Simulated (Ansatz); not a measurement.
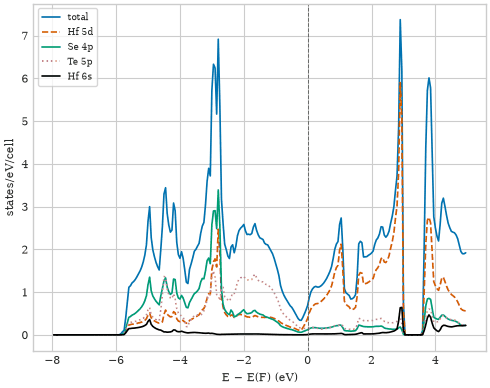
*Total and projected density of states of HfTeSe in space group P3m1 (No. 156; Hf on 1a, Te on 1c, Se on 1b), plane-wave PAW LDA (Ansatz code)*

### Question
Which orbitals carry the states next to the Fermi level?

### Answer
Within 0.5 eV of the Fermi level: Hf 5d 56 %, Te 5p 23 %, Se 4p 16 %. Projections are on Löwdin-orthogonalised atomic valence shells; empty p or d shells of many metals are not among them.

### Question
Where is the tallest occupied peak in this window, and what makes it?

### Answer
Near -2.8 eV, about 6.9 states/eV per cell; the largest projected share is Se 4p.

The first step of the workflow began from a Materials Project structure, measured or hypothetical; the Crystallography Open Database copy checked does not list it. Its standing as an ambient phase is unchecked. Symmetry was held in the LDA relaxation; whether a distortion lowers the energy is not shown. The run is not spin-polarised. A crystal of weakly bound layers computed without a dispersion correction: the cell and the soft elastic constants depend strongly on that. Scalar-relativistic: spin–orbit coupling is off unless named, which matters more the heavier the elements.

Potentials: the later of the program's two PAW sets.
